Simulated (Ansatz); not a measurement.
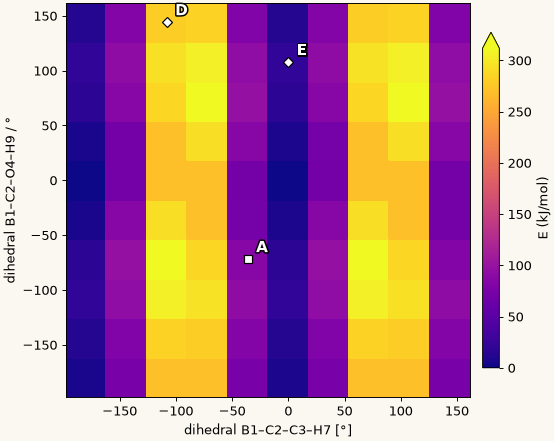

C₂H₅BO, SMILES BC(=C)O. Coordinates scanned: (1) dihedral B1–C2–C3–H7; (2) dihedral B1–C2–O4–H9. Nothing is relaxed (all other coordinates rigid). The grid has 10 × 10 points; 84 points were computed and 16 follow by symmetry. Points are written as (first, second). Energies are in kJ/mol, from the lowest grid point. The dihedral twists a double bond; near 90° a spin-restricted reference is unreliable. Computed with Ansatz, RHF/def2-TZVP.

In the figure: one coloured cell a grid point, one colour for all values above the top of the scale, lettered points.

Rank the lettered points by energy, lowest first.

Answer. E (20 kJ/mol), A (84 kJ/mol), D (281 kJ/mol).
